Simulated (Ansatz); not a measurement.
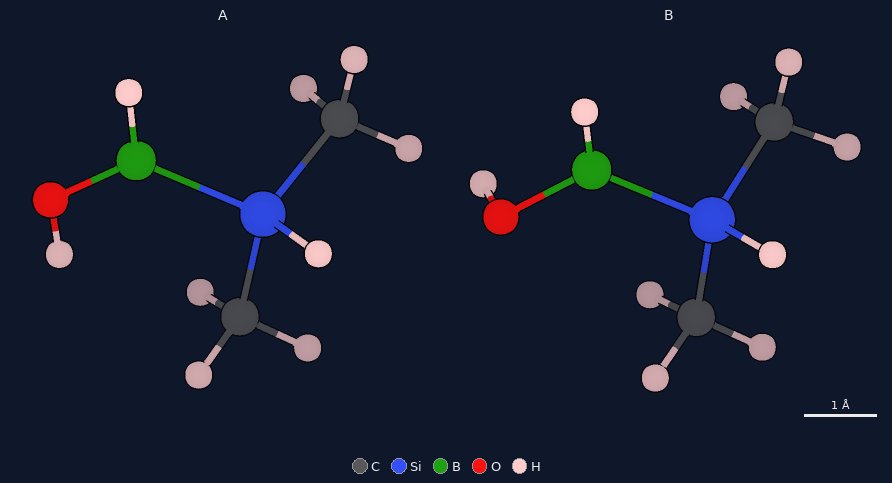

Two geometries of C2H9BOSi, drawn at one scale. One is the start of a relaxation, the other its converged end. A ball-and-stick model, seen at a tilt.

All numbers below come from RKS PBE-D4/6-31G* (Ansatz). Set-up: no spin polarisation; force threshold 0.015 eV/Å; at most 40 steps.

Question: Which one is relaxed?

Answer: Structure A is the relaxed one. The run prepares an end point of a later path (torsion) calculation, from a guessed geometry. The largest move after the best rigid fit is that of an H atom, 1.08 Å. By element the largest moves are H 1.08 Å, O 0.26 Å, B 0.20 Å, C 0.17 Å, Si 0.09 Å. Some distances before and after: B–O 1.521 → 1.369 Å, B–H 1.078 → 1.211 Å, C–Si 1.825 → 1.910 Å, B–Si 1.959 → 2.040 Å. Among the angles between lasting bonds that change: Si–B–O 116.4° → 121.8°, Si–C–H 106.9° → 111.9°, B–O–H 106.6° → 111.4°. Groups turn about B–O by about 90°. After 16 accepted moves (17 points after the start) the energy has fallen by 1.594 eV. Largest force component: 5.9 eV/Å at the start, 0.011 eV/Å at the end. The line search rejected the trial step at point 9 of the run. The forces were under the threshold at step 14, but the run went on from there.
